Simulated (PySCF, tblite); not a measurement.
**CH₁₁NSSi₃: a rotation path, then NMR shifts on frames, part 1 of 2**

How do NMR shifts of CH₁₁NSSi₃ (`CS[SiH2]N([SiH3])[SiH3]`) change as the atoms move?

Programs: tblite 0.8.0 and PySCF 2.14.0, with density-fitted response routines of our own. Each step states its level of theory. These are calculated values for one molecule in the gas phase, unless marked as measured. Atoms are numbered from 0 throughout.

## (1) Starting geometry

17 atoms, charge 0, multiplicity 1; geometry from: GFN2-xTB.

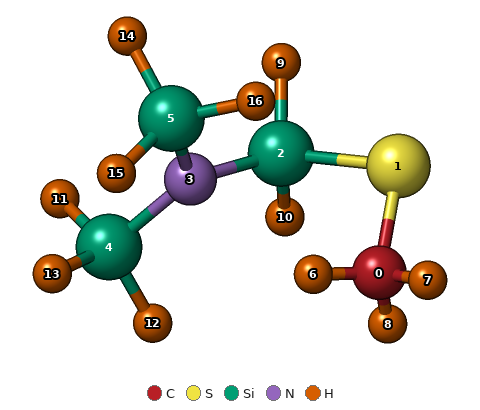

The starting geometry (carbon red, sulfur yellow, silicon teal, nitrogen purple, hydrogen orange), atoms numbered; sticks join atoms by distance.

## (2) A band between two rotamers with GFN2-xTB

What the job is given:

```
{"job": {"kind": "neb", "xc": "GFN2-xTB", "basis": "xTB", "atoms": [3, 2, 1, 0], "turn": 120}, "charge": 0, "multiplicity": 1}
C      2.412014     0.481895     0.949447
S      1.836388     1.706491    -0.271202
Si     0.285610     0.582387    -1.224294
N     -0.726707    -0.162361    -0.025227
Si    -1.190310    -1.834885    -0.230779
Si    -1.543634     0.859548     1.141985
H      1.553875     0.059982     1.464353
H      3.052717     1.007949     1.649082
H      2.973936    -0.297014     0.443409
H     -0.422838     1.560422    -2.034619
H      0.906917    -0.482940    -2.001950
H     -2.157929    -1.939331    -1.325656
H      0.021324    -2.591476    -0.547463
H     -1.764952    -2.283015     1.033249
H     -2.759042     1.409506     0.537117
H     -1.852913     0.005224     2.286595
H     -0.631453     1.929648     1.532602
```

Method: GFN2-xTB climbing-image nudged elastic band, gas phase.

Started as:

```console
$ OMP_NUM_THREADS=1 python probes_run.py task.json out
```

The driver reads the jobs from task.json and runs them one after another.

Log:

```text
image   E - E0 / eV
  0      -0.0000
  1       0.0126
  2       0.0375
  3       0.0625
  4       0.0729
  5       0.0529
  6       0.0221
  7       0.0467
  8      -0.0079
```

Wall time 15 s (1 thread of Intel Xeon Platinum 8488C, shared host); peak memory 0.19 GiB.

The final band, with the dihedral N3–Si2–S1–C0:

```
image  dihedral (°)  energy (eV)  energy (kcal/mol)
    0            47        0.000                0.0
    1            62        0.013                0.3
    2            78        0.038                0.9
    3            95        0.063                1.4
    4           114        0.073                1.7
    5           140        0.053                1.2
    6           170        0.022                0.5
    7           206        0.047                1.1
    8           183       -0.008               -0.2
```

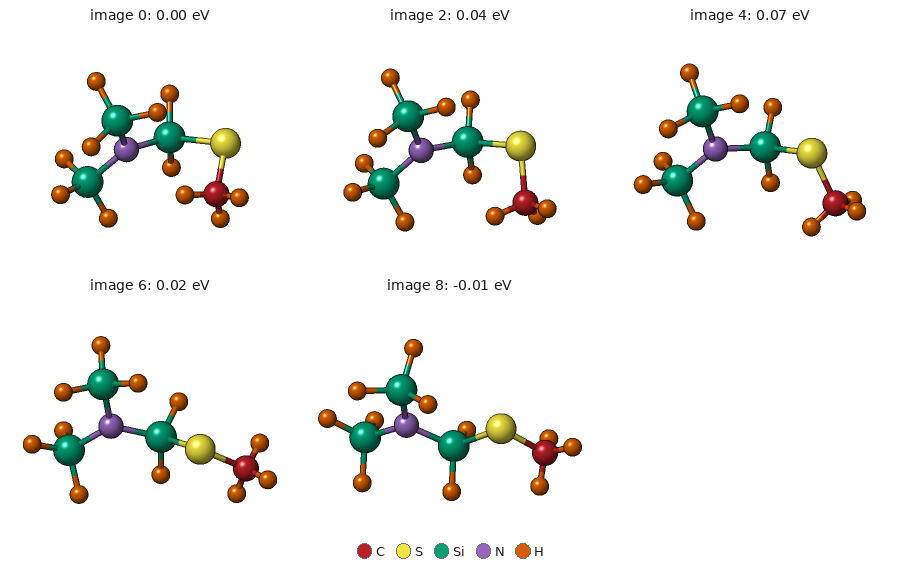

Images along the band.

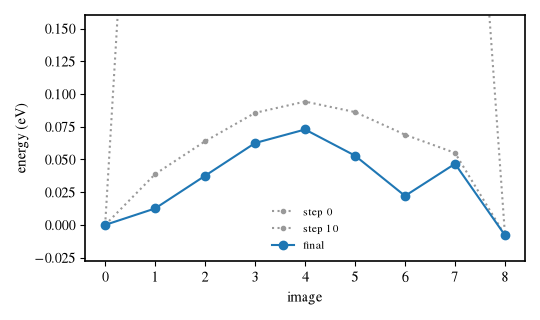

Energy along the band, early and final.

## (3) Shielding tensors: image 0, PBE0/pcSseg-1

What the job is given:

```
{"job": {"kind": "nmr", "xc": "PBE0", "basis": "pcSseg-1", "pop": false}, "charge": 0, "multiplicity": 1}
C      2.412000     0.481900     0.949400
S      1.836400     1.706500    -0.271200
Si     0.285600     0.582400    -1.224300
N     -0.726700    -0.162400    -0.025200
Si    -1.190300    -1.834900    -0.230800
Si    -1.543600     0.859500     1.142000
H      1.553900     0.060000     1.464400
H      3.052700     1.007900     1.649100
H      2.973900    -0.297000     0.443400
H     -0.422800     1.560400    -2.034600
H      0.906900    -0.482900    -2.002000
H     -2.157900    -1.939300    -1.325700
H      0.021300    -2.591500    -0.547500
H     -1.765000    -2.283000     1.033200
H     -2.759000     1.409500     0.537100
H     -1.852900     0.005200     2.286600
H     -0.631500     1.929600     1.532600
```

With the program's defaults for keys left out, this is: GIAO PBE0/pcSseg-1 NMR shielding, non-relativistic, gas phase.

Log:

```text
coarse grid: 15464 points
cycle   1  E = -1365.4443437491  dE =  2.482e-01  |g| = 4.813e-01  |ddm| = 3.719e+00
cycle   2  E = -1365.3909492495  dE =  5.339e-02  |g| = 6.861e-01  |ddm| = 1.033e+00
cycle   3  E = -1365.4936374314  dE = -1.027e-01  |g| = 9.058e-02  |ddm| = 6.562e-01
cycle   4  E = -1365.4955168234  dE = -1.879e-03  |g| = 2.834e-02  |ddm| = 1.392e-01
cycle   5  E = -1365.4957237488  dE = -2.069e-04  |g| = 6.164e-03  |ddm| = 4.523e-02
cycle   6  E = -1365.4957330743  dE = -9.326e-06  |g| = 1.443e-03  |ddm| = 9.891e-03
final grid: 128816 points
cycle   7  E = -1365.5288207228  dE = -1.716e-05  |g| = 8.858e-03  |ddm| = 2.451e-02
cycle   8  E = -1365.5287993215  dE =  2.140e-05  |g| = 1.296e-02  |ddm| = 1.769e-02
cycle   9  E = -1365.5288384927  dE = -3.917e-05  |g| = 1.199e-03  |ddm| = 1.135e-02
cycle  10  E = -1365.5288387870  dE = -2.943e-07  |g| = 2.624e-04  |ddm| = 1.129e-03
cycle  11  E = -1365.5288388039  dE = -1.687e-08  |g| = 4.756e-05  |ddm| = 3.098e-04
cycle  12  E = -1365.5288388045  dE = -6.294e-10  |g| = 1.374e-05  |ddm| = 8.351e-05
converged SCF energy = -1365.5288388045

GIAO shielding tensors (ppm)
atom      isotropic    diamagn.    paramagn.     s11        s22        s33       span
  0 C      175.605     252.595     -76.990    166.306    169.335    191.175     24.869
  1 S      686.645    1059.029    -372.384    586.648    645.508    827.779    241.130
  2 Si     368.336     880.820    -512.484    309.606    377.695    417.707    108.101
  3 N      271.087     332.874     -61.787    251.145    276.187    285.928     34.783
  4 Si     393.316     880.464    -487.148    346.197    366.963    466.789    120.592
  5 Si     402.940     880.425    -477.485    356.424    381.254    471.141    114.717
  6 H       29.761      33.407      -3.646     23.196     30.722     35.365     12.169
  7 H       29.749      29.526       0.223     24.011     26.697     38.538     14.527
  8 H       29.749      30.993      -1.244     24.616     26.700     37.929     13.313
  9 H       26.614      29.698      -3.084     22.431     24.617     32.794     10.363
 10 H       26.329      30.655      -4.326     21.390     26.080     31.517     10.127
 11 H       26.939      29.012      -2.073     22.948     24.552     33.316     10.368
 12 H       26.933      30.269      -3.336     22.873     25.957     31.970      9.097
 13 H       26.913      29.841      -2.928     23.384     25.534     31.820      8.436
 14 H       27.086      29.096      -2.009     23.222     24.544     33.493     10.271
 15 H       27.148      30.096      -2.948     23.747     25.476     32.220      8.473
 16 H       26.542      29.988      -3.446     21.504     27.826     30.296      8.792
```

Run time: 59 s. Hardware: 1 thread of Intel Xeon Platinum 8488C, shared host; peak memory 1 GiB.

Shifts follow as δ = σ(reference) − σ, with reference shieldings (ppm) from runs at the same level and on the same kind of geometry: ¹H TMS 31.72, ¹³C TMS 186.9, ²⁹Si TMS 349.2, ¹⁵N NH3 267.7, ³³S CS2 504. The references are single molecules in the gas phase, so shifts against H2O, NH3, PH3, H3PO4 or CFCl3 are not on the usual liquid scales and can be off by tens of ppm. Each atom is listed at this fixed geometry, with no averaging over motion; a spectrum would average atoms that exchange fast.

```
atoms                              environment  σ (ppm)  δ (ppm)
   C0                methyl carbon bonded to S    175.6     11.3
  H10     hydrogen on a silicon bonded to N, S    26.33     5.39
  H16        hydrogen on a silicon bonded to N    26.54     5.17
   H9     hydrogen on a silicon bonded to N, S    26.61     5.10
  H13        hydrogen on a silicon bonded to N    26.91     4.80
  H12        hydrogen on a silicon bonded to N    26.93     4.78
  H11        hydrogen on a silicon bonded to N    26.94     4.78
  H14        hydrogen on a silicon bonded to N    27.09     4.63
  H15        hydrogen on a silicon bonded to N    27.15     4.57
   H8  hydrogen on a methyl carbon bonded to S    29.75     1.97
   H7  hydrogen on a methyl carbon bonded to S    29.75     1.97
   H6  hydrogen on a methyl carbon bonded to S    29.76     1.96
   S1                   sulfur bonded to C, Si      687     -183
  Si2              silicon bonded to N, S, 2 H    368.3    -19.2
  Si4                 silicon bonded to N, 3 H    393.3    -44.2
  Si5                 silicon bonded to N, 3 H    402.9    -53.8
   N3                  nitrogen bonded to 3 Si    271.1     -3.4
```

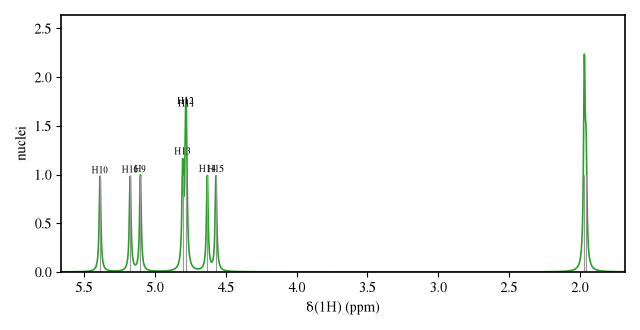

¹H lines at the computed shifts, without couplings. Lines are broadened to a width of 0.01 ppm (Lorentzian).

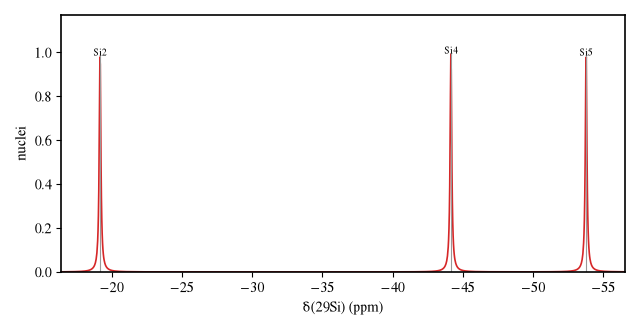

²⁹Si lines at the computed shifts, without couplings. Lines are broadened to a width of 0.14 ppm (Lorentzian).

The fields below are evaluated on a grid from the run's orbitals.

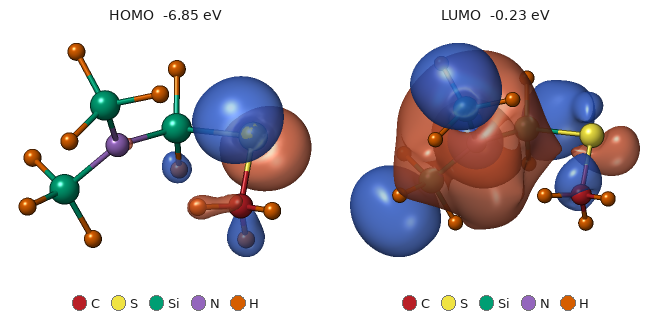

Frontier orbitals at PBE0/pcSseg-1; each surface holds 70 % of the orbital's density, blue and red mark the sign.

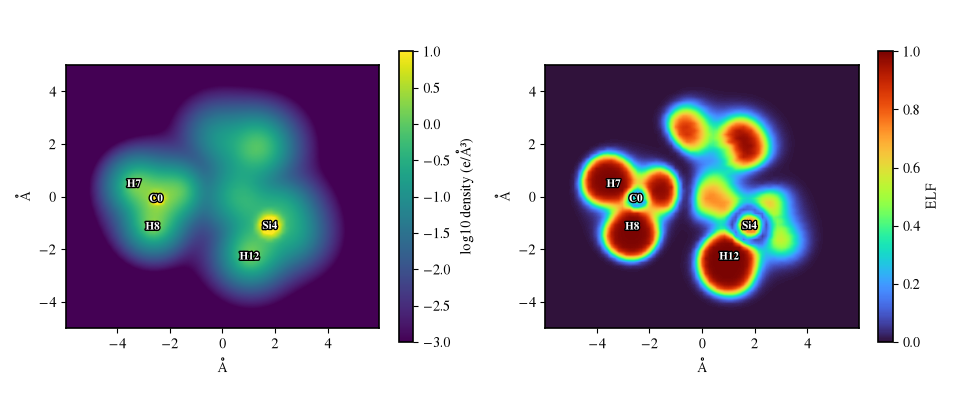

Density (left) and ELF (right) in a plane through or near 5 of the atoms.

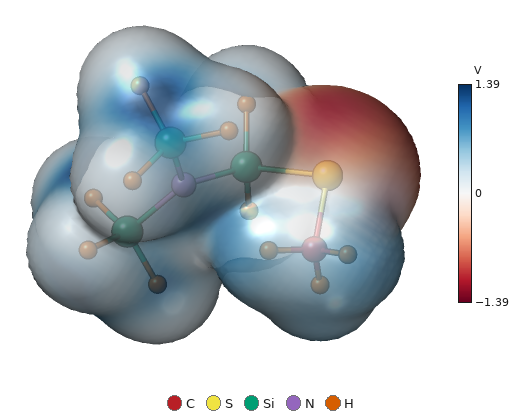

The potential that a unit positive charge feels on the 0.002 e/bohr³ surface, from the 1st to the 99th percentile, from -1.03 V near S1 to 1.39 V near H13.

## (4) NMR shieldings: image 2, PBE0/pcSseg-1

What the job is given:

```
{"job": {"kind": "nmr", "xc": "PBE0", "basis": "pcSseg-1", "pop": false}, "charge": 0, "multiplicity": 1}
C      2.800100     0.431200     0.747200
S      1.720500     1.757100     0.111400
Si     0.288100     0.594900    -0.975900
N     -0.871400    -0.146800     0.081300
Si    -1.285400    -1.829500    -0.144000
Si    -1.872100     0.897600     1.074300
H      2.196000    -0.348500     1.199400
H      3.450500     0.881000     1.489600
H      3.392900     0.030900    -0.070700
H     -0.322000     1.547300    -1.890800
H      1.033600    -0.463500    -1.644300
H     -2.089000    -1.976000    -1.360700
H     -0.033000    -2.576600    -0.271100
H     -2.028000    -2.258800     1.035900
H     -2.976600     1.411200     0.257500
H     -2.370800     0.071100     2.170600
H     -1.040300     1.989400     1.566900
```

With the program's defaults for keys left out, this is: GIAO PBE0/pcSseg-1 NMR shielding, non-relativistic, gas phase.

Log:

```text
coarse grid: 15464 points
cycle   1  E = -1365.4439215201  dE =  2.380e-01  |g| = 4.843e-01  |ddm| = 3.715e+00
cycle   2  E = -1365.3874390263  dE =  5.648e-02  |g| = 6.969e-01  |ddm| = 1.054e+00
cycle   3  E = -1365.4938937257  dE = -1.065e-01  |g| = 9.053e-02  |ddm| = 6.838e-01
cycle   4  E = -1365.4957569509  dE = -1.863e-03  |g| = 2.897e-02  |ddm| = 1.399e-01
cycle   5  E = -1365.4959740671  dE = -2.171e-04  |g| = 6.238e-03  |ddm| = 4.420e-02
cycle   6  E = -1365.4959836769  dE = -9.610e-06  |g| = 1.498e-03  |ddm| = 9.607e-03
final grid: 128816 points
cycle   7  E = -1365.5288714498  dE = -1.512e-05  |g| = 8.323e-03  |ddm| = 2.273e-02
cycle   8  E = -1365.5288546795  dE =  1.677e-05  |g| = 1.172e-02  |ddm| = 1.670e-02
cycle   9  E = -1365.5288874913  dE = -3.281e-05  |g| = 1.085e-03  |ddm| = 1.041e-02
cycle  10  E = -1365.5288877245  dE = -2.332e-07  |g| = 2.713e-04  |ddm| = 1.075e-03
cycle  11  E = -1365.5288877417  dE = -1.711e-08  |g| = 4.394e-05  |ddm| = 2.893e-04
cycle  12  E = -1365.5288877422  dE = -5.061e-10  |g| = 1.345e-05  |ddm| = 7.482e-05
converged SCF energy = -1365.5288877422

GIAO shielding tensors (ppm)
atom      isotropic    diamagn.    paramagn.     s11        s22        s33       span
  0 C      172.387     251.673     -79.286    157.005    169.291    190.864     33.859
  1 S      655.419    1059.508    -404.089    555.489    640.863    769.906    214.417
  2 Si     364.622     881.187    -516.565    295.355    385.300    413.211    117.856
  3 N      262.905     333.139     -70.234    232.028    274.697    281.989     49.962
  4 Si     392.737     880.428    -487.691    342.888    368.222    467.102    124.215
  5 Si     401.168     880.324    -479.156    356.067    379.676    467.761    111.693
  6 H       29.571      32.764      -3.193     23.158     29.643     35.913     12.755
  7 H       29.692      29.215       0.478     23.899     26.799     38.379     14.480
  8 H       29.497      30.144      -0.647     24.120     26.989     37.382     13.262
  9 H       26.547      30.064      -3.517     21.777     25.318     32.547     10.770
 10 H       26.477      31.532      -5.055     21.898     26.566     30.968      9.070
 11 H       26.901      29.090      -2.189     22.991     24.541     33.171     10.180
 12 H       26.887      30.260      -3.373     22.827     26.081     31.751      8.924
 13 H       26.884      29.816      -2.933     23.340     25.520     31.792      8.452
 14 H       27.073      28.991      -1.918     23.299     24.618     33.303     10.003
 15 H       27.138      29.857      -2.718     23.610     25.579     32.226      8.617
 16 H       26.441      29.732      -3.292     21.531     27.621     30.170      8.639
```

Run time: 39 s. Hardware: 1 thread of Intel Xeon Platinum 8488C, shared host; peak memory 0.86 GiB.

This run: δ C0 14.5, S1 -152, Si2 -15.5, Si4 -43.6, H16 5.28, H10 5.24 ppm.

(Continued in part 2 of 2.)
